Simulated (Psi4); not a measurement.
# PBE/6-31G(d) (spherical functions, sweep point 4) run of CuPH4 (Cu(PH3)H)

What is the vertical ionisation energy of CuPH4 (Cu(PH3)H) at PBE/6-31G* (spherical functions, sweep point 4)? 

Program for the calculation: Psi4 1.11.

4 further runs of the same task are left out: 4 set aside as unsound or not needed.

## Step 1: The system as given

CuPH4 has 6 atoms, charge 0, and is taken as a singlet. As SMILES, `[H][Cu]<-[PH3]`. The shape comes from GFN2-xTB, which is rough for such elements, and wasn't checked as a minimum.

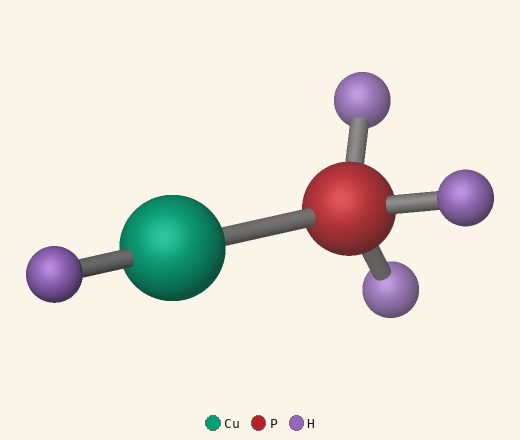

Viewed from a chosen angle; copper teal, phosphorus red, hydrogen purple.

## Step 2: A single-point energy at PBE/6-31G(d) (spherical functions, sweep point 4)

cuh4p.py

```python
import psi4

psi4.set_memory(1600000000)
psi4.set_num_threads(1)
psi4.set_output_file('output.dat', False)

geom = psi4.geometry("""
Cu     0.00459203     0.02186413    -3.03159314
P      0.00389284     0.00260782     1.18899678
H      1.44548931    -1.70583688     2.54718074
H     -2.18903985    -0.42286401     2.55101688
H      0.73943094     2.08238370     2.58994524
H     -0.00436527     0.02184523    -5.84554651
units au
symmetry c1
""")

psi4.set_options(dict(basis='6-31G*', reference='rks', puream=True, scf_type='pk', dft_radial_points=50, dft_spherical_points=194))

result = psi4.energy('pbe', molecule=geom)
print('E =', round(result, 9))
```

The run is started by

```
$ python cuh4p.py
```

output.dat:

```text
[...]
  Running in c1 symmetry.
[...]
  Nuclear repulsion =  148.284566533657596
[...]
  Multiplicity = 1
[...]
  Nalpha       = 24
  Nbeta        = 24
[...]
    Number of basis functions: 60
[...]
   @RKS iter   1: -1980.35229616445645    1.05516e+00   5.54735e-02 DIIS/ADIIS
[...]
   @RKS iter  12: -1983.48259844366567   -3.94084e-09   2.50089e-07 DIIS
[...]
    Orbital Energies [Eh]
    ---------------------
    Doubly Occupied:
       1A   -321.460905     2A    -76.330073     3A    -38.264680
       4A    -33.569556     5A    -33.554463     6A    -33.554429
       7A     -6.341329     8A     -4.557823     9A     -4.557820
      10A     -4.554144    11A     -4.069000    12A     -2.623271
      13A     -2.594487    14A     -2.594430    15A     -0.636270
      16A     -0.388339    17A     -0.388076    18A     -0.344025
      19A     -0.235374    20A     -0.166633    21A     -0.165170
      22A     -0.165054    23A     -0.136901    24A     -0.136862
[...]
  @RKS Final Energy: -1983.48259844366567
   => Energetics <=
    Nuclear Repulsion Energy =            148.2845665336575962
    One-Electron Energy =               -3056.4683206375557347
    Two-Electron Energy =                1016.2165039147367906
    DFT Exchange-Correlation Energy =     -91.5153482545041470
    Empirical Dispersion Energy =           0.0000000000000000
    VV10 Nonlocal Energy =                  0.0000000000000000
    Total Energy =                      -1983.4825984436656654
[...]
 Multipole Moments:
 ------------------------------------------------------------------------------------
     Multipole            Electronic (a.u.)      Nuclear  (a.u.)        Total (a.u.)
 ------------------------------------------------------------------------------------
 L = 1.  Multiply by 2.5417464519 to convert [e a0] to [Debye]
 Dipole X            :          0.0160938           -0.0134622            0.0026316
 Dipole Y            :          0.0489789           -0.0531562           -0.0041773
 Dipole Z            :         -4.6037731            6.3051960            1.7014229
 Magnitude           :                                                    1.7014301
[...]
```

The script printed:

```text
E = -1983.482598444
```

Wall time 3.3 s (1 thread of Intel Xeon Platinum 8488C (Sapphire Rapids), shared host); peak memory 0.32 GiB.

## Step 3: The doublet cation at the same level

cuh4p.py

```python
import psi4

psi4.set_memory(1600000000)
psi4.set_num_threads(1)
psi4.core.set_output_file('run.log', False)

m = psi4.geometry("""
1 2
Cu     0.00459203     0.02186413    -3.03159314
P      0.00389284     0.00260782     1.18899678
H      1.44548931    -1.70583688     2.54718074
H     -2.18903985    -0.42286401     2.55101688
H      0.73943094     2.08238370     2.58994524
H     -0.00436527     0.02184523    -5.84554651
units bohr
symmetry c1
""")

psi4.set_options({
    'basis': '6-31G*',
    'reference': 'uks',
    'puream': True,
    'scf_type': 'pk',
    'dft_radial_points': 50,
    'dft_spherical_points': 194,
    'maxiter': 150,
})

e, wfn = psi4.energy("PBE", return_wfn=True)
print('E =', round(e, 9))
```

The run is started by

```
$ python cuh4p.py
```

run.log:

```text
[...]
  Running in c1 symmetry.
[...]
  Nuclear repulsion =  148.284566533657596
[...]
  Multiplicity = 2
[...]
  Nalpha       = 24
  Nbeta        = 23
[...]
    Number of basis functions: 60
[...]
   @UKS iter   1: -1979.74337135361861    1.66409e+00   5.56599e-02 ADIIS/DIIS
[...]
   @UKS iter  14: -1983.19025944667578   -3.53170e-08   8.21013e-07 DIIS
[...]
   @S^2 Observed:                7.506967120E-01
[...]
    Orbital Energies [Eh]
    ---------------------
    Alpha Occupied:
       1A   -321.773588     2A    -76.524164     3A    -38.581578
       4A    -33.893635     5A    -33.865832     6A    -33.865807
       7A     -6.539595     8A     -4.755386     9A     -4.755380
      10A     -4.752946    11A     -4.392519    12A     -2.962009
      13A     -2.909203    14A     -2.909148    15A     -0.832642
      16A     -0.591435    17A     -0.578755    18A     -0.578544
      19A     -0.506925    20A     -0.475367    21A     -0.475328
      22A     -0.467555    23A     -0.449144    24A     -0.449104
    Alpha Virtual:
      25A     -0.257279    26A     -0.257055    27A     -0.211461
[...]
  @UKS Final Energy: -1983.19025944667578
   => Energetics <=
    Nuclear Repulsion Energy =            148.2845665336575962
    One-Electron Energy =               -3043.7388500512433893
    Two-Electron Energy =                1003.5271654279295035
    DFT Exchange-Correlation Energy =     -91.2631413570195775
    Empirical Dispersion Energy =           0.0000000000000000
    VV10 Nonlocal Energy =                  0.0000000000000000
    Total Energy =                      -1983.1902594466757819
[...]
 Multipole Moments:
 ------------------------------------------------------------------------------------
     Multipole            Electronic (a.u.)      Nuclear  (a.u.)        Total (a.u.)
 ------------------------------------------------------------------------------------
 L = 1.  Multiply by 2.5417464519 to convert [e a0] to [Debye]
 Dipole X            :          0.0140833           -0.0134622            0.0006211
 Dipole Y            :          0.0494538           -0.0531562           -0.0037024
 Dipole Z            :         -5.4247657            6.3051960            0.8804304
 Magnitude           :                                                    0.8804384
[...]
```

Standard output:

```text
E = -1983.190259447
```

Run time: 4.2 s. Hardware: 1 thread of Intel Xeon Platinum 8488C (Sapphire Rapids), shared host; peak memory 0.32 GiB.

## Step 4: Outcome

At PBE/6-31G* (spherical functions, sweep point 4):

| quantity | value |
| --- | --- |
| singlet CuPH4: total energy | -1983.48260 Eh |
| singlet CuPH4: dipole moment | 4.32 D |
| singlet CuPH4: HOMO energy | -3.72 eV |
| singlet CuPH4: LUMO energy | -1.33 eV |
| singlet CuPH4: HOMO–LUMO gap | 2.40 eV |
| doublet cation: total energy | -1983.19026 Eh |
| doublet cation: HOMO energy (highest over α and β) | -11.81 eV |
| doublet cation: LUMO energy (lowest over α and β) | -11.59 eV |
| doublet cation: ⟨S²⟩ | 0.751 |
| vertical ionisation energy (to the doublet cation) | 7.955 eV |

**Reading.** The vertical ionisation energy comes to 7.95 eV (183 kcal/mol). −ε(HOMO) before ionisation, 3.72 eV, is 4.23 eV below this ionisation energy.
